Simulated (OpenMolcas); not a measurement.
**doublet [BH3]+: a chain of runs**

We compute a series of 9 runs (ROHF/3-21G, CASSCF(5,7)/3-21G, CASPT2(5,7)/3-21G, CASPT2[IPEA 0](5,7)/3-21G, SC-NEVPT2(5,7)/3-21G, PC-NEVPT2(5,7)/3-21G, MC-PDFT[tPBE](5,7)/3-21G, MRCI(5,7)/3-21G, and more) of doublet [BH3]+. 

Program for the calculation: OpenMolcas 26.06.

## Step 1: The molecule

The species is [BH3]+ (4 atoms), meant as a doublet with charge +1. As SMILES of the parent species, `[H]B([H])[H]`. Geometry: relaxed at GFN2-xTB. That shape belongs to the parent species and isn't relaxed for this state.

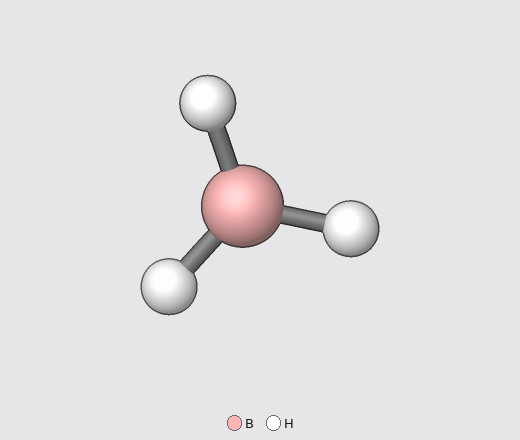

Viewed from a chosen angle; boron pink, hydrogen white.

## Step 2: A single-point energy at ROHF/3-21G (run 1)

File step1.inp:

```
* BH3 Hartree-Fock

&GATEWAY
  BasLib=$CurrDir
  BasisSet
  B.3-21G....
  B1 0.000060 0.000030 -0.001400 angstrom
  End of Basis
  BasisSet
  H.3-21G....
  H2 1.163870 -0.030320 0.015280 angstrom
  H3 -0.555340 1.023410 -0.018650 angstrom
  H4 -0.608600 -0.993120 0.004770 angstrom
  End of Basis

&SEWARD

&SCF
  UHF
  Charge=1
  Spin=2
  PrOrbitals=1 1

&RASSCF
  FileOrb=$Project.UnaOrb
  Spin=2
  Nactel=1 0 0
  Inactive=3
  Ras2=1
  OutOrbitals=Canonical
  OrbListing=Nothing
```

The basis set 3-21G is read from a file made from the Basis Set Exchange's data (not shown).

Run with:

```
export MOLCAS_MEM=1860
pymolcas step1.inp > step1.log
```

The log of the run (excerpt; [...] marks lines left out):

```text
--- Start Module: gateway ---
[...]
--- Stop Module: gateway /rc=_RC_ALL_IS_WELL_ ---
[...]
      Basis functions           15
[...]
--- Start Module: scf ---
[...]
       Convergence after  27 Iterations
[...]
::    Total SCF energy                                -25.7680566678
[...]
      Total spin, S                                     0.5057240017
[...]
--- Stop Module: scf /rc=_RC_ALL_IS_WELL_ ---
--- Start Module: rasscf ---
[...]
      Number of active orbitals                  1
[...]
      Spin quantum number                      0.5
[...]
      Active orbitals                            1
[...]
      Number of CSFs                             1
[...]
      Number of root(s) required                 1
[...]
      Convergence after 10 iterations
[...]
      printout of CI-coefficients larger than  0.05 for root  1
      energy=     -25.764086
      conf/sym  1     Coeff  Weight
             1  u   1.00000 1.00000
      Natural orbitals and occupation numbers for root  1
      sym 1:   1.000000
      ************************************************************************************************************************
      *                                                    Final results                                                     *
[...]
::    RASSCF root number  1 Total energy:    -25.76408608
[...]
      Total electronic charge=    7.000000
      Total            charge=    1.000000
[...]
      Dipole Moment (debye):
      Origin of the operator (angstrom)=    0.0000    0.0000   -0.0010
                   X= -7.3683E-01               Y= -1.2017E+00               Z=  3.4691E-03           Total=  1.4096E+00
      Center of Charge (angstrom)
[...]
--- Stop Module: rasscf /rc=_RC_ALL_IS_WELL_ ---
[...]
```

Wall time 2.4 s (1 thread of Intel Xeon 6975P-C (Granite Rapids), shared host); peak memory 0.37 GiB.

## Step 3: A single-point energy at CASSCF(5,7)/3-21G (run 2)

File step2.input:

```
&gateway
baslib
$CurrDir
basisset
B.3-21G....
B1 0.000060 0.000030 -0.001400 angstrom
End of Basis
basisset
H.3-21G....
H2 1.163870 -0.030320 0.015280 angstrom
H3 -0.555340 1.023410 -0.018650 angstrom
H4 -0.608600 -0.993120 0.004770 angstrom
End of Basis
&seward
&rasscf
fileorb
$CurrDir/step1.RasOrb
spin
2
nactel
5 0 0
inactive
1
ras2
7
orblisting
Nothing
```

The basis set 3-21G is read from a file made from the Basis Set Exchange's data (not shown).

Run with:

```
export MOLCAS_MEM=1860
pymolcas step2.input > step2.log
```

The log of the run (excerpt; [...] marks lines left out):

```text
--- Start Module: gateway ---
[...]
--- Stop Module: gateway /rc=_RC_ALL_IS_WELL_ ---
--- Start Module: seward ---
[...]
      Basis functions           15
--- Stop Module: seward /rc=_RC_ALL_IS_WELL_ ---
--- Start Module: rasscf ---
[...]
      Number of active orbitals                  7
[...]
      Spin quantum number                      0.5
[...]
      Active orbitals                            7
[...]
      Number of CSFs                           490
[...]
      Number of root(s) required                 1
[...]
      Convergence after 11 iterations
[...]
      printout of CI-coefficients larger than  0.05 for root  1
      energy=     -25.812213
      conf/sym  1111111     Coeff  Weight
             1  22u0000   0.98191 0.96414
            17  02u2000   0.06299 0.00397
            27  u2d0u00  -0.06594 0.00435
            32  202000u   0.05363 0.00288
           147  20u0020   0.05697 0.00325
           160  udu00ud  -0.05371 0.00288
      Natural orbitals and occupation numbers for root  1
      sym 1:   1.969192   1.969389   1.004568   0.009295   0.009906   0.019359   0.018292
      ************************************************************************************************************************
      *                                                    Final results                                                     *
[...]
::    RASSCF root number  1 Total energy:    -25.81221329
[...]
      Total electronic charge=    7.000000
      Total            charge=    1.000000
[...]
      Dipole Moment (debye):
      Origin of the operator (angstrom)=    0.0000    0.0000   -0.0010
                   X= -5.2144E-01               Y= -8.4442E-01               Z=  2.4895E-03           Total=  9.9245E-01
      Center of Charge (angstrom)
[...]
--- Stop Module: rasscf /rc=_RC_ALL_IS_WELL_ ---
[...]
```

It took 1.4 s on 1 thread of Intel Xeon 6975P-C (Granite Rapids), shared host; peak memory 0.37 GiB.

## Step 4: The energy at CASPT2(5,7)/3-21G (run 3)

File step3.inp:

```
&GATEWAY
  BasLib=$CurrDir
  BasisSet
  B.3-21G....
  B1 0.000060 0.000030 -0.001400 angstrom
  End of Basis
  BasisSet
  H.3-21G....
  H2 1.163870 -0.030320 0.015280 angstrom
  H3 -0.555340 1.023410 -0.018650 angstrom
  H4 -0.608600 -0.993120 0.004770 angstrom
  End of Basis

&SEWARD

&RASSCF
  FileOrb=$CurrDir/step2.RasOrb
  Spin=2
  Nactel=5 0 0
  Inactive=1
  Ras2=7
  OrbListing=Nothing

&CASPT2
  IPEA=0.25
  Imaginary=0.1
  Frozen=1
```

The basis set 3-21G is read from a file made from the Basis Set Exchange's data (not shown).

Run with:

```
export MOLCAS_MEM=1860
pymolcas step3.inp > step3.log
```

The log of the run (excerpt; [...] marks lines left out):

```text
--- Start Module: gateway ---
[...]
--- Stop Module: gateway /rc=_RC_ALL_IS_WELL_ ---
[...]
      Basis functions           15
[...]
--- Start Module: rasscf ---
[...]
      Number of active orbitals                  7
[...]
      Spin quantum number                      0.5
[...]
      Active orbitals                            7
[...]
      Number of CSFs                           490
[...]
      Number of root(s) required                 1
[...]
      Convergence after 10 iterations
[...]
      printout of CI-coefficients larger than  0.05 for root  1
      energy=     -25.812213
      conf/sym  1111111     Coeff  Weight
             1  22u0000  -0.98191 0.96414
            27  u2d0u00   0.05452 0.00297
      Natural orbitals and occupation numbers for root  1
      sym 1:   1.968971   1.969614   1.004563   0.009294   0.009907   0.019371   0.018281
      ************************************************************************************************************************
      *                                                    Final results                                                     *
[...]
::    RASSCF root number  1 Total energy:    -25.81221341
[...]
      Total electronic charge=    7.000000
      Total            charge=    1.000000
[...]
      Dipole Moment (debye):
      Origin of the operator (angstrom)=    0.0000    0.0000   -0.0010
                   X= -5.4141E-01               Y= -8.3168E-01               Z=  2.0922E-03           Total=  9.9238E-01
      Center of Charge (angstrom)
[...]
--- Stop Module: rasscf /rc=_RC_ALL_IS_WELL_ ---
--- Start Module: caspt2 ---
[...]
 ###    WARNING: User changed nr of frozen orbitals.                         ###
 ###############################################################################
[...]
      E2 (Variational):          -0.0129868803
      Total energy:             -25.8252002916
[...]
      Reference weight:           0.99431
[...]
::    CASPT2 Root  1     Total energy:    -25.82520029
[...]
--- Stop Module: caspt2 /rc=_RC_ALL_IS_WELL_ ---
[...]
```

Wall time 1.8 s (1 thread of Intel Xeon 6975P-C (Granite Rapids), shared host); peak memory 0.37 GiB.

Runs 4 to 8 aren't shown in full; the table further down has their settings and results.

## Step 5: The energy at MRACPF(5,7)/3-21G (run 9)

File step9.inp:

```
>>> EXPORT MOLCAS_PRINT=2

&GATEWAY
  BasLib=$CurrDir
  BasisSet
  B.3-21G....
  B1 0.000060 0.000030 -0.001400 angstrom
  End of Basis
  BasisSet
  H.3-21G....
  H2 1.163870 -0.030320 0.015280 angstrom
  H3 -0.555340 1.023410 -0.018650 angstrom
  H4 -0.608600 -0.993120 0.004770 angstrom
  End of Basis

&SEWARD

&RASSCF
  FileOrb=$CurrDir/step2.RasOrb
  Spin=2
  Nactel=5 0 0
  Inactive=1
  Ras2=7
  OrbListing=Nothing

&MOTRA
  LumOrb
  Frozen=1

&GUGA
  Electrons=5
  Spin=2
  Inactive=0
  Active=7
  CIAll=1

&MRCI
  ACPF
```

The basis set 3-21G is read from a file made from the Basis Set Exchange's data (not shown).

Run with:

```
export MOLCAS_MEM=1860
pymolcas step9.inp > step9.log
```

The log of the run (excerpt; [...] marks lines left out):

```text
--- Start Module: gateway ---
[...]
--- Stop Module: gateway /rc=_RC_ALL_IS_WELL_ ---
[...]
      Basis functions           15
[...]
      Number of active orbitals                  7
[...]
      Spin quantum number                      0.5
[...]
      Active orbitals                            7
[...]
      Number of CSFs                           490
[...]
      Number of root(s) required                 1
[...]
      Convergence after 10 iterations
[...]
      printout of CI-coefficients larger than  0.05 for root  1
      energy=     -25.812213
      conf/sym  1111111     Coeff  Weight
             1  22u0000  -0.98191 0.96414
            27  u2d0u00   0.05452 0.00297
      Natural orbitals and occupation numbers for root  1
      sym 1:   1.968971   1.969614   1.004563   0.009294   0.009907   0.019371   0.018281
      ************************************************************************************************************************
      *                                                    Final results                                                     *
[...]
::    RASSCF root number  1 Total energy:    -25.81221341
[...]
      Dipole Moment (debye):
      Origin of the operator (angstrom)=    0.0000    0.0000   -0.0010
                   X= -5.4141E-01               Y= -8.3168E-01               Z=  2.0922E-03           Total=  9.9238E-01
      Center of Charge (angstrom)
[...]
      *** WARNING: Default frozen orbitals is overwritten by user input.
      *** Default values:   1
[...]
--- Start Module: guga ---
[...]
--- Stop Module: guga /rc=_RC_ALL_IS_WELL_ ---
--- Start Module: mrci ---
[...]
       USE THE DEFAULT ACPF G-VALUE GFAC=  0.40000000000000002
[...]
    MR ACPF CALCULATION.
[...]
            REFERENCE CI ENERGY:   -25.81221341
[...]
        ACPF CORRELATION ENERGY:    -0.01641083
                    ACPF ENERGY:   -25.82862424
[...]
      Total electronic charge=    7.000000
      Total            charge=    1.000000
[...]
  ACPF State   1     Total energy:    -25.82862424
[...]
--- Stop Module: mrci /rc=_RC_ALL_IS_WELL_ ---
[...]
```

Wall time 2.2 s (1 thread of Intel Xeon 6975P-C (Granite Rapids), shared host); peak memory 0.37 GiB.

## Step 6: The series

| run | level | active rule | inactive | energy (Eh) | wall time |
| --- | --- | --- | --- | --- | --- |
| 1 | ROHF/3-21G | – | – | -25.764086 | 2.4 s |
| 2 | CASSCF(5,7)/3-21G | full valence | 1 | -25.812213 | 1.4 s |
| 3 | CASPT2(5,7)/3-21G | full valence | 1 | -25.825200 | 1.8 s |
| 4 | CASPT2[IPEA 0](5,7)/3-21G | full valence | 1 | -25.825603 | 1.9 s |
| 5 | SC-NEVPT2(5,7)/3-21G | full valence | 1 | -25.823956 | 2.1 s |
| 6 | PC-NEVPT2(5,7)/3-21G | full valence | 1 | -25.824230 | 2 s |
| 7 | MC-PDFT[tPBE](5,7)/3-21G | full valence | 1 | -25.903810 | 1.7 s |
| 8 | MRCI(5,7)/3-21G | full valence | 1 | -25.828532 | 2.2 s |
| 9 | MRACPF(5,7)/3-21G | full valence | 1 | -25.828624 | 2.2 s |

## Step 7: Summary of results

```
                              quantity         value
run 9, MRACPF(5,7)/3-21G: total energy  -25.82862 Eh
```

What this shows: Below the ROHF energy at the same shape and in the same basis (3-21G): CASSCF(5,7) -48.1 mEh; CASPT2(5,7) -61.1 mEh; CASPT2[IPEA 0](5,7) -61.5 mEh; SC-NEVPT2(5,7) -59.9 mEh; PC-NEVPT2(5,7) -60.1 mEh; MRCI(5,7) -64.4 mEh. Active-space methods hold only the correlation inside their space unless a perturbation or CI step follows. All runs together took 18 s, the longest 2.4 s.
